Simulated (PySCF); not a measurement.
The calculation's input:

```
{"job": {"kind": "uv", "xc": "CAM-B3LYP", "basis": "def2-SVPD", "nstates": 8, "ntriplets": 3}, "charge": 0, "multiplicity": 1}
C     -2.448661     0.066449     0.593516
C     -1.335940     0.039221    -0.442418
O     -0.057073     0.369557     0.133497
C      0.702859    -0.644990     0.549245
F      1.005442    -1.471354    -0.525439
F      0.051078    -1.479641     1.394655
O      1.822258    -0.257526     1.169670
C      2.637334     0.657170     0.436652
H     -2.301004    -0.708067     1.341266
H     -2.469275     1.033103     1.089910
H     -3.400657    -0.099347     0.096626
H     -1.493744     0.808935    -1.201048
H     -1.272505    -0.938569    -0.927671
H      3.512518     0.814657     1.061049
H      2.107799     1.597322     0.274892
H      2.931971     0.222023    -0.520848
```

Launched as:

```sh
OMP_NUM_THREADS=1 python probes_run.py task.json out
```

Geometry: GFN2-xTB.

The calculation used CAM-B3LYP/def2-SVPD, SCF density, gas phase (PySCF 2.14.0).

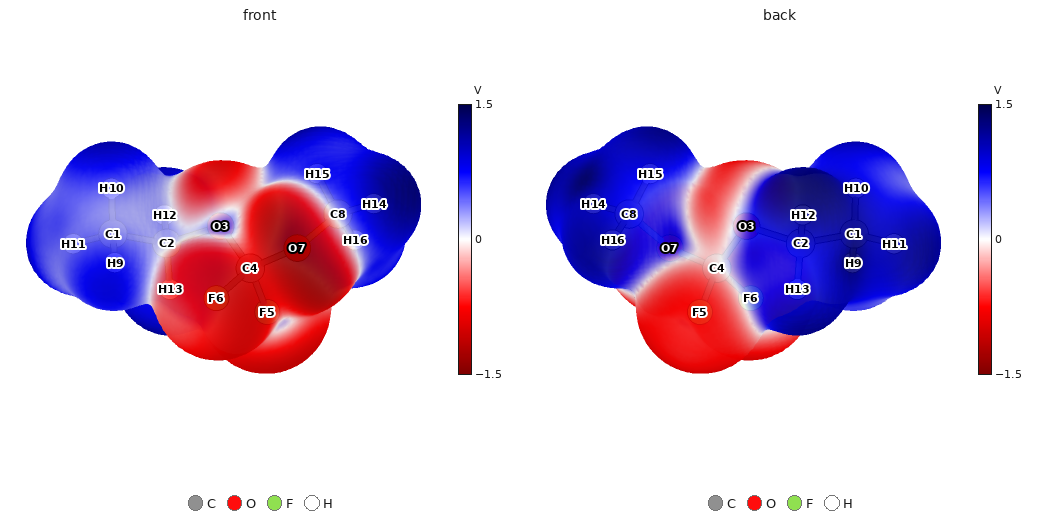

C$_{4}$H$_{8}$F$_{2}$O$_{2}$. The molecular electrostatic potential painted on the density surface at 0.004 e/bohr³, seen from the front and from behind; the colour scale runs from red (negative) to blue (positive).

Describe the electrostatic potential map.

The most negative region (about −1.3 V) lies over O7, the most positive (about +1.4 V) over C2, C8, H12 and H14. O7 is the likeliest acceptor of a hydrogen bond.

How polar is the molecule by this calculation?

Its dipole moment is 2.51 D.
